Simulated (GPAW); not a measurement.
## Mg2NCl (R-3m): G0W0 on several meshes in GPAW

How does the mesh move the gap of Mg2NCl (R-3m)?

Program: GPAW 26.7.0. Level of theory: LDA and many-body steps on it, plane waves. Results are calculated unless marked as measured.

### Step 1. Starting point

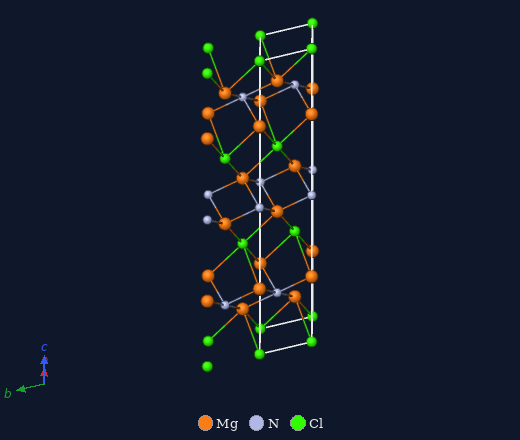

The cell as given, from a free direction (magnesium orange, nitrogen light blue, chlorine green). 1×2×1 cells are drawn. This picture shows the conventional cell, with its axes. Bonds to atoms that aren't drawn are left out. Some periodic images of atoms are drawn too.

Structure file:

```xyz
4
Lattice="1.6607 0.9588 6.0030 -1.6607 0.9588 6.0030 0.0000 -1.9176 6.0030" Properties=species:S:1:pos:R:3 pbc="T T T"
Mg    0.0000    0.0000    4.0127
Mg    0.0000    0.0000   13.9963
N     0.0000    0.0000    9.0045
Cl    0.0000    0.0000    0.0000
```

The cell and positions are those that the Materials Project relaxed with its own functionals (PBE, PBE+U or r2SCAN), kept fixed.

### Step 2. Empty states on the mesh, 4×4×4 mesh, 273 bands

This step: GPAW 26.7.0; DFT, LDA, plane waves, PAW.

The sums over transitions need many empty states on a uniform mesh; this step solves for them.

run.py reads:

```python
import json
import numpy as np
from gpaw.mpi import world
from gpaw import GPAW

calc = GPAW('gs.gpw').fixed_density(kpts={'size': (4, 4, 4), 'gamma': True},
    parallel={'domain': 1, 'band': 1},
    txt='nscf.txt')
calc.diagonalize_full_hamiltonian(nbands=273)
calc.write('full.gpw', mode='all')
res = {}
kpts = calc.get_ibz_k_points()
res['kpts'] = kpts
res['eigenvalues'] = [calc.get_eigenvalues(kpt=k) for k in range(len(kpts))]
res['n_electrons'] = calc.get_number_of_electrons()

if world.rank == 0:
    with open('result.json', 'w') as f:
        json.dump(res, f, default=lambda x: x.tolist())
```

Run with:

```
> mpirun -n 4 gpaw python run.py
```

Numbers of over 12 decimals in the logs are rounded to 6 here.

Log:

```text
Diagonalizing LCAO Hamiltonian
Converting LCAO to pw mode
convergence criteria:
- Maximum integral of absolute [eigenst]ate change: 4e-08 eV^2 / valence electron
maximum number of iterations: 100

SCF iterations
|iter     |     time |      energy | eigst |  dens |
|iter:   1|  |             | +0.97 |       |
|iter:   2|  |             | -0.03 |       |
|iter:   3|  |             | -0.95 |       |
[...]
|iter:  10|  |             | -6.22 |       |
|iter:  11|  |             | -7.10 |       |
|iter:  12|  |             | -7.51c|       |
SCF steps: 12
  __  _  _
 | _ |_)|_||  |
 |__||  | ||/\| - 26.7.0

Input parameters:
  mode=PW(ecut=600.0),
  convergence={'density': 1e-06, 'bands': -3},
  gpts=array([36, 36, 36]),
  kpts=MonkhorstPack(size=(4, 4, 4), gamma=True),
  maxiter=100,
  nbands=24,
  occupations=Occupations(name='fermi-dirac', width=0.001, fixmagmom=False),
  parallel={'domain': 1, 'band': 1},
  xc=XC(name='LDA')
Matrix size: 1961x1961
# Writing to full.gpw (mode='all')
  [... matrices ...]

timing:  # [seconds]
  Total: 40.807  # ━━━━━━━━━━━━━━━━━━━━━━━━━━━━━━━━━━━━━━━━━━━━━━━━━━━━━━━━━━
```

It took 54 s on 4 MPI ranks of Arm Neoverse V1, shared host; peak memory 2.1 GiB.

This step gave:

- gap: 2.164 eV
- k of the valence top: 0, 0, 0
- k of the conduction bottom: 0, 0, 0
- least direct gap: 2.164 eV
- k points computed: 13
- lowest point of the top converged band, above the valence top: 145.6306 eV

On this mesh the gap is 2.164 eV.

### Step 3. 4×4×4

G0W0 replaces the xc potential by the self-energy, built once from these orbitals. Only a window of levels is corrected, while the sums run over the empty bands that the input names.

This step: G0W0 on LDA, plane waves, PAW.

run.py reads:

```python
import json
import numpy as np
from gpaw.mpi import world
from gpaw.response.g0w0 import G0W0

gw = G0W0('full.gpw',
    filename='gw',
    kpts=[0],
    bands=(14, 18),
    ecut=48,
    nbands=43,
    integrate_gamma='WS',
    ppa=True)
gw.calculate()
res = {mode: {k: v for k, v in r.items() if k != 'sigma_eskwn'}
       for mode, r in gw.all_results.items()}

if world.rank == 0:
    with open('result.json', 'w') as f:
        json.dump(res, f, default=lambda x: x.tolist())
```

Run with:

```
> mpirun -n 4 gpaw python run.py
```

Log:

```text
Using integrator: PointIntegrator
FrequencyGridDescriptor(from 0.000+0.000j to 0.000+27.211j eV, 2 points)
Nonperiodic BCs:  [False False False]
Using integrator: PointIntegrator
FrequencyGridDescriptor(from 0.000+0.000j to 0.000+27.211j eV, 2 points)
Nonperiodic BCs:  [False False False]
  ___  _ _ _
 |   || | | |
 | | || | | |
 |__ ||_____|
 |___|

BZ k-points: Symmetries present (total): 12

  [... matrices ...]
64 k-points: 4 x 4 x 4 Monkhorst-Pack grid + [1/8,1/8,1/8]
13 k-points in the irreducible part of the Brillouin zone
       k-points in crystal coordinates                weights
   0:     0.00000000    0.00000000    0.00000000          1/64
   1:     0.25000000    0.00000000   -0.25000000          6/64
   2:     0.25000000    0.00000000    0.00000000          6/64
   3:     0.25000000    0.25000000   -0.25000000          6/64
   4:     0.25000000    0.25000000    0.00000000          6/64
   5:     0.25000000    0.25000000    0.25000000          2/64
   6:     0.50000000    0.00000000    0.00000000          3/64
   7:     0.50000000    0.25000000   -0.25000000          6/64
   8:     0.50000000    0.25000000    0.00000000         12/64
   9:     0.50000000    0.25000000    0.25000000          6/64
          ...
  12:     0.50000000    0.50000000    0.50000000          1/64

Distributing spins, k-points and bands (1 x 1 x 4) over 4 processes
Number of blocks: 1

Quasi particle states:
k-points (IBZ indices): [0]
Band range: (14, 18)
  [... matrices ...]
Computational parameters:
Plane wave cut-off: 48 eV
Number of bands: 43
Coulomb cutoff: None
Broadening: 0.1 eV

fxc modes: GW
Kernel: RPA
Using Godby-Needs plasmon-pole approximation:
  Fitting energy: i*E0, E0 = 1.000 Hartree
Summing all q:

Calculating screened Coulomb potential
No Coulomb truncation
FrequencyGridDescriptor(from 0.000+0.000j to 0.000+27.211j eV, 2 points)
Removing empty qpoint cache files...

Calculating chi0 body with:
    Ground state adapter containing:
    Number of spins: 1
    Number of kpoints: 64
    Number of irreducible kpoints: 13
    Number of completely occupied states: 16
    Number of partially occupied states: 16
    Occupied states memory: 11.390625 M / cpu

    Linear response parametrization:
    q_c: [0.0, 0.0, 0.0]
    Number of frequency points: 2
    Planewave cutoff: 48.0
    Number of bands: 43
    Number of planewaves: 43
    Broadening (eta): 1e-06
    comm.size: 4
    kncomm.size: 4
    blockcomm.size: 1

    Memory estimate of potentially large arrays:
        chi0_wGG: 0.056427 M / cpu
Integrating chi0 body.

Symmetries of q_c:
    Direct symmetries (Uq -> q): 12
    Indirect symmetries (TUq -> q): 0
In total 12 allowed symmetries.

  [... matrices ...]
13 groups of equivalent kpoints. 79.6875% reduction.

Integral kind: response function
Integrating chi0 head and wings.

Symmetries of q_c:
    Direct symmetries (Uq -> q): 12
    Indirect symmetries (TUq -> q): 0
In total 12 allowed symmetries.

  [... matrices ...]
13 groups of equivalent kpoints. 79.6875% reduction.

Integral kind: response function wings

Calculating chi0 body with:
    Ground state adapter containing:
    Number of spins: 1
    Number of kpoints: 64
    Number of irreducible kpoints: 13
    Number of completely occupied states: 16
    Number of partially occupied states: 16
    Occupied states memory: 11.390625 M / cpu

    Linear response parametrization:
[... the further q-points ...]

Results:
f:      Occupation numbers
eps:     KS-eigenvalues [eV]
vxc:     KS vxc [eV]
exx:     Exact exchange [eV]
sigma:   Self-energies [eV]
dsigma:  Self-energy derivatives
Z:       Renormalization factors
qp:      QP-energies [eV]

k-point 0 (0): (0.000, 0.000, 0.000)                GW
band       f     eps     vxc     exx   sigma  dsigma       Z      qp
                                                                   GW
  14   1.000   4.869 -17.169 -20.780   3.794  -0.282   0.780   5.012
  15   1.000   4.869 -17.169 -20.780   3.794  -0.282   0.780   5.012
  16   0.000   7.034 -13.288  -8.785  -3.011  -0.207   0.829   8.271
  17   0.000  10.107 -11.702  -6.502  -3.459  -0.203   0.832  11.554
```

Wall time 59 s (4 MPI ranks); peak memory 2.1 GiB.

This step gave:

* G0W0 gap on the points computed: 3.259 eV
* least direct G0W0 gap on the computed points: 3.259 eV
* Z at the valence top: 0.7799
* Z at the conduction bottom: 0.8287
* starting gap on the mesh: 2.164 eV
* k of the valence top: 0, 0, 0
* k of the conduction bottom: 0, 0, 0

The gap on the mesh goes from 2.16 eV to 3.26 eV, a correction of +1.09 eV.

### Step 4. Empty states on the mesh, 6×6×6 mesh, 53 bands

This step: DFT, LDA, plane waves, PAW.

run.py reads:

```python
import json
import numpy as np
from gpaw.mpi import world
from gpaw import GPAW

calc = GPAW('gs.gpw').fixed_density(kpts={'size': (6, 6, 6), 'gamma': True},
    nbands=61,
    convergence={'bands': 53},
    txt='nscf.txt')
calc.write('full.gpw', mode='all')
res = {}
kpts = calc.get_ibz_k_points()
res['kpts'] = kpts
res['eigenvalues'] = [calc.get_eigenvalues(kpt=k) for k in range(len(kpts))]
res['n_electrons'] = calc.get_number_of_electrons()

if world.rank == 0:
    with open('result.json', 'w') as f:
        json.dump(res, f, default=lambda x: x.tolist())
```

Run with:

```
> mpirun -n 4 gpaw python run.py
```

Log:

```text
Diagonalizing LCAO Hamiltonian
Converting LCAO to pw mode
convergence criteria:
- Maximum integral of absolute [eigenst]ate change: 4e-08 eV^2 / valence electron
maximum number of iterations: 100

SCF iterations
|iter     |     time |      energy | eigst |  dens |
|iter:   1|  |             | +3.61 |       |
|iter:   2|  |             | +2.39 |       |
|iter:   3|  |             | +1.22 |       |
[...]
|iter:   9|  |             | -6.11 |       |
|iter:  10|  |             | -7.18 |       |
|iter:  11|  |             | -7.78c|       |
SCF steps: 11
  __  _  _
 | _ |_)|_||  |
 |__||  | ||/\| - 26.7.0

Input parameters:
  mode=PW(ecut=600.0),
  convergence={'bands': 53},
  gpts=array([36, 36, 36]),
  kpts=MonkhorstPack(size=(6, 6, 6), gamma=True),
  maxiter=100,
  nbands=61,
  occupations=Occupations(name='fermi-dirac', width=0.001, fixmagmom=False),
  parallel={},
  xc=XC(name='LDA')
# Writing to full.gpw (mode='all')
  [... matrices ...]

timing:  # [seconds]
  Total: 0.052  # ━━━━━━━━━━━━━━━━━━━━━━━━━━━━━━━━━━━━━━━━━━━━━━━━━━━━━━━━━━━
```

It took 47 s on 4 MPI ranks; peak memory 1.1 GiB; 3.2 min of CPU time.

Numbers from this step:

* gap: 2.164 eV
* k of the valence top: 0, 0, 0
* k of the conduction bottom: 0, 0, 0
* least direct gap: 2.164 eV
* k points computed: 32
* lowest point of the top converged band, above the valence top: 34.62 eV

On this mesh the gap is 2.164 eV.

### Step 5. 6×6×6

This step: G0W0 on LDA, plane waves, PAW.

run.py reads:

```python
import json
import numpy as np
from gpaw.mpi import world
from gpaw.response.g0w0 import G0W0

gw = G0W0('full.gpw',
    filename='gw',
    kpts=[0],
    bands=(14, 18),
    ecut=48,
    nbands=43,
    integrate_gamma='WS',
    ppa=True)
gw.calculate()
res = {mode: {k: v for k, v in r.items() if k != 'sigma_eskwn'}
       for mode, r in gw.all_results.items()}

if world.rank == 0:
    with open('result.json', 'w') as f:
        json.dump(res, f, default=lambda x: x.tolist())
```

Run with:

```
> mpirun -n 4 gpaw python run.py
```

Log:

```text
Using integrator: PointIntegrator
FrequencyGridDescriptor(from 0.000+0.000j to 0.000+27.211j eV, 2 points)
Nonperiodic BCs:  [False False False]
Using integrator: PointIntegrator
FrequencyGridDescriptor(from 0.000+0.000j to 0.000+27.211j eV, 2 points)
Nonperiodic BCs:  [False False False]
  ___  _ _ _
 |   || | | |
 | | || | | |
 |__ ||_____|
 |___|

BZ k-points: Symmetries present (total): 12

  [... matrices ...]
216 k-points: 6 x 6 x 6 Monkhorst-Pack grid + [1/12,1/12,1/12]
32 k-points in the irreducible part of the Brillouin zone
       k-points in crystal coordinates                weights
   0:     0.00000000    0.00000000    0.00000000          1/216
   1:     0.16666667    0.00000000   -0.16666667          6/216
   2:     0.16666667    0.00000000    0.00000000          6/216
[...]
9:     0.33333333    0.00000000    0.00000000          6/216
          ...
  31:     0.50000000    0.50000000    0.50000000          1/216

Distributing spins, k-points and bands (1 x 1 x 4) over 4 processes
Number of blocks: 1

Quasi particle states:
k-points (IBZ indices): [0]
Band range: (14, 18)
  [... matrices ...]
Computational parameters:
Plane wave cut-off: 48 eV
Number of bands: 43
Coulomb cutoff: None
Broadening: 0.1 eV

fxc modes: GW
Kernel: RPA
Using Godby-Needs plasmon-pole approximation:
  Fitting energy: i*E0, E0 = 1.000 Hartree
Summing all q:

Calculating screened Coulomb potential
No Coulomb truncation
FrequencyGridDescriptor(from 0.000+0.000j to 0.000+27.211j eV, 2 points)
Removing empty qpoint cache files...

Calculating chi0 body with:
    Ground state adapter containing:
    Number of spins: 1
    Number of kpoints: 216
    Number of irreducible kpoints: 32
    Number of completely occupied states: 16
    Number of partially occupied states: 16
    Occupied states memory: 11.390625 M / cpu

    Linear response parametrization:
    q_c: [1.3877787807814457e-17, 1.3877787807814457e-17, 1.3877787807814457e-17]
    Number of frequency points: 2
    Planewave cutoff: 48.0
    Number of bands: 43
    Number of planewaves: 43
    Broadening (eta): 1e-06
    comm.size: 4
    kncomm.size: 4
    blockcomm.size: 1

    Memory estimate of potentially large arrays:
        chi0_wGG: 0.056427 M / cpu
Integrating chi0 body.

Symmetries of q_c:
    Direct symmetries (Uq -> q): 12
    Indirect symmetries (TUq -> q): 0
In total 12 allowed symmetries.

  [... matrices ...]
32 groups of equivalent kpoints. 85.185185% reduction.

Integral kind: response function
Integrating chi0 head and wings.

Symmetries of q_c:
    Direct symmetries (Uq -> q): 12
    Indirect symmetries (TUq -> q): 0
In total 12 allowed symmetries.

  [... matrices ...]
32 groups of equivalent kpoints. 85.185185% reduction.

Integral kind: response function wings

Calculating chi0 body with:
    Ground state adapter containing:
    Number of spins: 1
    Number of kpoints: 216
    Number of irreducible kpoints: 32
    Number of completely occupied states: 16
    Number of partially occupied states: 16
[... the further q-points ...]

Results:
f:      Occupation numbers
eps:     KS-eigenvalues [eV]
vxc:     KS vxc [eV]
exx:     Exact exchange [eV]
sigma:   Self-energies [eV]
dsigma:  Self-energy derivatives
Z:       Renormalization factors
qp:      QP-energies [eV]

k-point 0 (0): (0.000, 0.000, 0.000)                GW
band       f     eps     vxc     exx   sigma  dsigma       Z      qp
                                                                   GW
  14   1.000   4.869 -17.169 -20.673   3.716  -0.282   0.780   5.035
  15   1.000   4.869 -17.169 -20.673   3.716  -0.282   0.780   5.035
  16   0.000   7.034 -13.288  -8.884  -2.922  -0.205   0.830   8.264
  17   0.000  10.107 -11.702  -6.562  -3.403  -0.200   0.833  11.554
```

Run time: 7.5 min. Hardware: 4 MPI ranks; peak memory 3.8 GiB.

Numbers from this step:

```yaml
g0w0_gap_on_the_points_computed: 3.229 eV
least_direct_g0w0_gap_on_the_computed_points: 3.229 eV
z_at_the_valence_top: 0.7802
z_at_the_conduction_bottom: 0.8300
starting_gap_on_the_mesh: 2.164 eV
k_of_the_valence_top: 0, 0, 0
k_of_the_conduction_bottom: 0, 0, 0
```

Against G0W0 in GPAW (4×4×4 mesh, 43 bands, screening to 48 eV, Godby-Needs plasmon pole), the gap moves by −0.029 eV.

### Step 6. Side by side

Times are wall times on 4 MPI ranks of Arm Neoverse V1, shared host, good to a factor of about two.

```tsv
run	mesh	bands	screening cutoff (eV)	DFT gap (eV)	gap on the mesh (eV)	direct (eV)	time
4×4×4	4×4×4	43	48	2.164	3.259	3.259	59 s
6×6×6	6×6×6	43	48	2.164	3.229	3.229	7.5 min
```

### Step 7. Results

```yaml
4x4x4: 3.259 eV
6x6x6: 3.229 eV
known_limits: not at the basis limit
```

In words: 6×6×6: −0.029 eV against 4×4×4. Bands and cutoff are finite, so the gap is not at the basis limit. The miss can reach some tenths of an eV and take either sign; the mesh is an error of its own. These stock PAW sets were not made for GW. In the G0W0 runs levels were corrected at 1 k point alone, so a gap called «on the mesh» is the least over those, and an edge elsewhere would be missed.

[Paths, hosts, dates, memory and timing lines, banners, echoed tables and standing remarks are left out of the program output.]

[Logs are printed without paths, hosts, clocks, repeated set-up lines and the standing remarks that a program may print on its own settings, such as how far it seeks lower states.]

[Runs of the session that timed out or met a known fault of the program may be left out.]

[Hosts, paths, dates, database ids (printed as entryN), source tags and the programs' standing remarks are cut or masked in the printed files.]
